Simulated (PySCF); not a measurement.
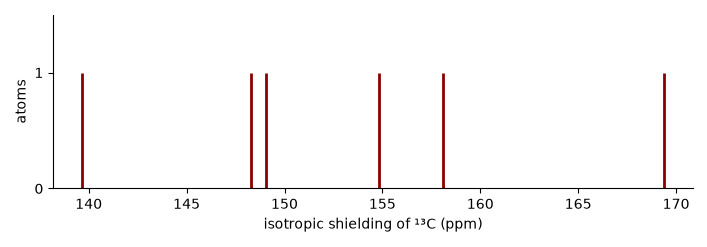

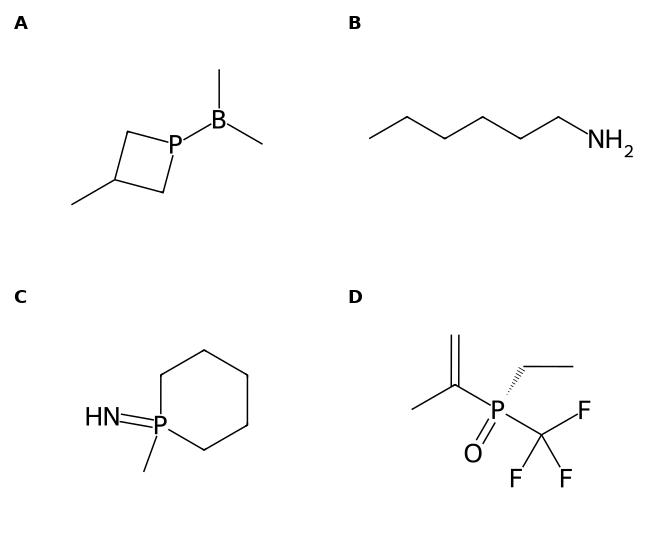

The sticks are computed shieldings of one of the molecules, for one fixed geometry (GFN2-xTB) without averaging over rotations. Low shielding means a high chemical shift. Method: GIAO PBE0/pcSseg-1 NMR shielding, non-relativistic, gas phase (PySCF 2.14.0).

Match the spectrum to a structure.

B, `CCCCCCN`. Its 6 C atoms give lines at 139.7, 148.3, 149.1, 154.8, 158.1, 169.4 ppm.

The geometry is semi-empirical. Around B, P such bond lengths and angles can be off by a tenth of an ångström or more and by several degrees, and values that hang on the shape move with them.
